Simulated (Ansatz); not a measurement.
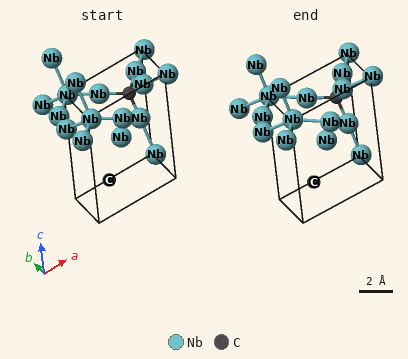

The structure of crystalline Nb₃C (a generated structure, set up in P1) (coarse preliminary run) before (left) and after (right) a relaxation, at one scale.

Style: ball-and-stick. Shown: the cell of the calculation, reduced to other axes, slightly off an axis. Lengths and directions refer to the drawn axes.

Theory: DFT PBE, scalar-relativistic, plane waves, PAW (Ansatz).

The input:
```yaml
crystal:
  lattice:
    - [-0.1204523373, 4.7542340342, 4.8336311719]
    - [4.7635845262, -0.1117130809, 4.8248919154]
    - [4.7431953444, 4.725105596, -0.0913238991]
  atoms:
    - { symbol: Nb, position: [0.1272785014, 0.5874309219, 0.1680612936] }
    - { symbol: Nb, position: [0.1268333643, 0.1379586797, 0.1272360656] }
    - { symbol: Nb, position: [0.5691801334, 0.1351857614, 0.1364591484] }
    - { symbol: Nb, position: [0.1384950708, 0.1297246225, 0.6027762288] }
    - { symbol: Nb, position: [0.0241301006, -0.0013345312, -0.0423810863] }
    - { symbol: Nb, position: [0.5053479255, 0.530253047, 0.4936717281], spin: 2.98 }
    - { symbol: C, position: [0.7479659839, 0.7606301705, 0.7564434915], spin: -1.54 }
    - { symbol: C, position: [0.2607689201, 0.2201513282, 0.2577331302] }
basis:
  ecutwfc: 420
kpoints:
  mp_grid: { grid: [4, 4, 4] }
hamiltonian:
  xc: pbe
scf:
  occupations: { method: gaussian, width: 0.2 }
  lower_state_search: "off"
output:
  forces: true
  stress: true
  eigenvalues: true
  populations: true
magnetization:
  spin_polarized: true
relax:
  adjacent_minimum: "off"
  f_tol: 0.025
  max_steps: 60
  cell: { stress_tol: 0.25 }
```

Command:
```bash
ansatz run input.yaml --threads 1 --pin off --max-ram 2560MiB --backend cpu --events-out ev --progress --plain --runs-dir out
```

Summarise the run.

Answer. The run was cut off at its time limit before the relaxation converged, so the last structure is only a point on the way. The atom that moves furthest relative to the cell is Nb1 (0.40 Å roughly along [−3 1 1]). By element the largest moves are Nb 0.40 Å, C 0.11 Å. The drawn cell changes as follows: a 6.696 → 6.725 Å (+0.4 %), b 6.781 → 6.516 Å (−3.9 %), c 6.781 → 6.601 Å (−2.7 %), β 61.8° → 64.1°, γ 61.6° → 63.9°; the volume changes by −3.0 %. Among the contacts that change: Nb1–Nb4 3.080 → 2.600 Å, Nb4–Nb5 1.987 → 2.340 Å, Nb3–Nb5 2.572 → 2.277 Å, Nb2–Nb3 3.020 → 3.215 Å. Among the angles between lasting bonds that change: Nb5–Nb1–C8 164.0° → 138.3°, Nb1–C8–Nb4 100.5° → 82.6°, Nb1–Nb5–Nb4 122.9° → 140.0°. The space group stays P1 (No. 1). Over 2 geometry steps the energy falls by 408 meV per atom. Largest force component: 4.7 eV/Å at the start, 2.9 eV/Å at the end. Pressure: 2.63 GPa at the start and −1.56 GPa at the end.
